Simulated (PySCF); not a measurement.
# BSiH3 (SMILES B[SiH]) at FCI/STO-3G

What is the energy change on altering one bond length of BSiH3 at FCI/STO-3G? 

Program for the calculation: PySCF 2.14.0.

8 further runs of the same task are left out: 8 set aside as unsound or not needed.

**1. The molecule**

BSiH3: 5 atoms, total charge 0, spin state triplet. As SMILES, `B[SiH]`. The coordinates come from a GFN2-xTB relaxation.

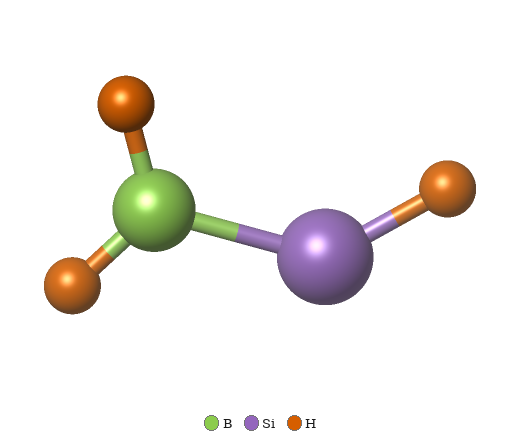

The structure, seen from a chosen angle (boron green, silicon purple, hydrogen orange).

**2. A single-point energy at FCI/STO-3G**

Contents of input.xyz:

```xyz
5
BH3Si
B     -0.206730    -0.708170     0.126670
Si     0.760780     0.829450    -0.350440
H     -1.303690    -0.620750     0.549520
H      0.263590    -1.779740     0.010050
H      0.486040     2.279200    -0.335800
```

Contents of calc.py:

```python
from pyscf import gto, mcscf

molecule = gto.M(
    atom='input.xyz',
    charge=0,
    spin=2,
    max_memory=1860,
    basis='sto-3g',
    verbose=3,
)

mf = molecule.ROHF()
mf.conv_tol = 1e-10
mf.kernel()
if not mf.converged:
    mf = mf.newton().run(mf.mo_coeff, mf.mo_occ)

cas = mcscf.CASCI(mf, mf.mo_coeff.shape[-1] - 6, (molecule.nelec[0] - 6, molecule.nelec[1] - 6))  # full CI above the frozen core
cas.fix_spin_(ss=2.0)
cas.kernel()
etot = cas.e_tot
print('E = %.10f Eh' % etot)
```

Started as:

```console
OMP_NUM_THREADS=1 python calc.py
```

Output:

```text
converged SCF energy = -311.593524460988
CASCI E = -311.680782561513  E(CI) = -18.1102188785940  S^2 = 2.0000000
E = -311.6807825615 Eh
```

Run time: 3.3 s. Hardware: 1 thread of Arm Neoverse V1, shared host; peak memory 0.15 GiB.

**3. The distorted shape at the same level**

Contents of run.py:

```python
from pyscf import gto, scf, mcscf

system = gto.Mole()
system.atom = '''
B     -0.582999     0.149116     0.219969
Si     0.384511     1.686736    -0.257141
H     -1.679959     0.236536     0.642819
H      0.263590    -1.779740     0.010050
H      0.109771     3.136486    -0.242501
'''
system.verbose = 4
system.basis = 'sto-3g'
system.charge = 0
system.spin = 2
system.max_memory = 1860
system.build()

mf = scf.ROHF(system)
mf.conv_tol = 1e-10
mf.kernel()
if not mf.converged:
    mf = mf.newton().run(mf.mo_coeff, mf.mo_occ)

cas = mcscf.CASCI(mf, mf.mo_coeff.shape[-1] - 6, (system.nelec[0] - 6, system.nelec[1] - 6))  # full CI above the frozen core
cas.fix_spin_(ss=2.0)
cas.kernel()
e_final = cas.e_tot
print('Final energy', e_final)
```

Started as:

```console
OMP_NUM_THREADS=1 python run.py
```

Output:

```text
PySCF version 2.14.0

[INPUT] num. atoms = 5
[INPUT] num. electrons = 22
[INPUT] charge = 0
[INPUT] spin (= nelec alpha-beta = 2S) = 2
[INPUT] symmetry False subgroup None
[INPUT] Mole.unit = angstrom
[INPUT] Symbol           X                Y                Z      unit          X                Y                Z       unit  Magmom
[INPUT]  1 B     -0.582999000000   0.149116000000   0.219969000000 AA   -1.101708440895   0.281788400791   0.415681165894 Bohr   0.0
[INPUT]  2 Si     0.384511000000   1.686736000000  -0.257141000000 AA    0.726620481883   3.187469084444  -0.485926065397 Bohr   0.0
[INPUT]  3 H     -1.679959000000   0.236536000000   0.642819000000 AA   -3.174662410498   0.446988258600   1.214751857667 Bohr   0.0
[INPUT]  4 H      0.263590000000  -1.779740000000   0.010050000000 AA    0.498112909174  -3.363221172933   0.018991747552 Bohr   0.0
[INPUT]  5 H      0.109771000000   3.136486000000  -0.242501000000 AA    0.207437126420   5.927099533533  -0.458260474933 Bohr   0.0

nuclear repulsion = 34.426717851272
number of shells = 11
number of NR pGTOs = 51
number of NR cGTOs = 17
basis = sto-3g
ecp = {}

******** <class 'pyscf.scf.rohf.ROHF'> ********
method = ROHF
initial guess = minao
damping factor = 0
level_shift factor = 0
DIIS = <class 'pyscf.scf.diis.CDIIS'>
diis_start_cycle = 1
diis_space = 8
diis_damp = 0
SCF conv_tol = 1e-10
SCF conv_tol_grad = None
SCF max_cycles = 50
direct_scf = True
direct_scf_tol = 1e-13
num. doubly occ = 10  num. singly occ = 2
Set gradient conv threshold to 1e-05
init E= -310.967602372989
  HOMO = -0.0266997771689137  LUMO = 0.0913787334790417  gap/eV = 3.21308
cycle= 1 E= -311.329106867423  delta_E= -0.362  |g|= 0.215  |ddm|= 1.89
  HOMO = -0.0391773236504931  LUMO = 0.255770874433835  gap/eV = 8.02595
cycle= 2 E= -311.373728385419  delta_E= -0.0446  |g|= 0.0881  |ddm|= 0.45
  HOMO = -0.00578043087344549  LUMO = 0.263955012007569  gap/eV = 7.33988
cycle= 3 E= -311.380192569688  delta_E= -0.00646  |g|= 0.0487  |ddm|=  0.2
  HOMO = -0.00237209948789496  LUMO = 0.252430426347029  gap/eV = 6.93353
cycle= 4 E= -311.382225176434  delta_E= -0.00203  |g|= 0.0162  |ddm|= 0.0842
  HOMO = -0.00244112719922107  LUMO = 0.253082706836732  gap/eV = 6.95316
cycle= 5 E= -311.382851795336  delta_E= -0.000627  |g|= 0.00935  |ddm|= 0.0676
  HOMO = 0.00216518741161065  LUMO = 0.249746014964993  gap/eV = 6.73702
cycle= 6 E= -311.383051420644  delta_E= -0.0002  |g|= 0.00152  |ddm|= 0.0547
  HOMO = 0.00262747739010294  LUMO = 0.249247843810822  gap/eV = 6.71088
cycle= 7 E= -311.383055720661  delta_E= -4.3e-06  |g|= 0.000193  |ddm|= 0.00857
  HOMO = 0.00265290777933969  LUMO = 0.249263022368233  gap/eV = 6.71060
cycle= 8 E= -311.383055771067  delta_E= -5.04e-08  |g|= 4.57e-05  |ddm|= 0.000663
  HOMO = 0.00263837249277921  LUMO = 0.249272457607219  gap/eV = 6.71126
cycle= 9 E= -311.383055773511  delta_E= -2.44e-09  |g|= 8.34e-06  |ddm|= 0.000123
  HOMO = 0.00263663084275223  LUMO = 0.249272289952587  gap/eV = 6.71130
cycle= 10 E= -311.38305577364  delta_E= -1.29e-10  |g|= 2.82e-06  |ddm|= 4.06e-05
  HOMO = 0.00263853992828589  LUMO = 0.249271439115248  gap/eV = 6.71122
cycle= 11 E= -311.383055773648  delta_E= -7.84e-12  |g|= 5.4e-07  |ddm|= 6.67e-06
  HOMO = 0.0026380591006202  LUMO = 0.249271675249452  gap/eV = 6.71124
Extra cycle  E= -311.383055773649  delta_E= -7.96e-13  |g|= 2.81e-07  |ddm|= 1.67e-06
converged SCF energy = -311.383055773649

******** <class 'pyscf.mcscf.casci.CASCI'> ********
CAS (6e+4e, 11o), ncore = 6, nvir = 0
natorb = False
canonicalization = True
sorting_mo_energy = False
******** <class 'pyscf.fci.addons.SpinPenaltyFCISolver'> ********
max. cycles = 200
conv_tol = 1e-08
davidson only = True
linear dependence = 1e-12
level shift = 0.001
max iter space = 12
nroots = 1
pspace_size = 400
spin = None
Density matrix diagonal elements [1.97266168 1.96849438 1.95558175 1.74647833 1.0057843  0.97345991
 0.25456465 0.0400048  0.04303762 0.02100219 0.01893039]
CASCI converged
CASCI E = -311.534858180892  E(CI) = -17.0831047834887  S^2 = 2.0000000
Final energy -311.5348581808923
```

Run time: 4.2 s. Hardware: 1 thread of Arm Neoverse V1, shared host; peak memory 0.15 GiB.

**4. Summary of results**

At FCI/STO-3G, 6 core orbitals frozen:

| quantity | value |
| --- | --- |
| first shape: total energy | -311.68078 Eh |
| first shape: dipole moment (Hartree–Fock density) | 1.20 D |
| first shape: correlation energy (6 core orbitals frozen) | -87.3 mEh |
| distorted shape: total energy | -311.53486 Eh |
| distorted shape: dipole moment (Hartree–Fock density) | 2.03 D |
| distorted shape: correlation energy (6 core orbitals frozen) | -151.8 mEh |
| energy change with the B1–H4 bond stretched from 1.176 to 2.117 Å | 3.971 eV |

In words: With the B1–H4 bond stretched from 1.176 to 2.117 Å the energy rises by 3.97 eV (92 kcal/mol). The first shape isn't relaxed at this level, so the change isn't measured from a minimum. The minimal basis adds a large error of its own.
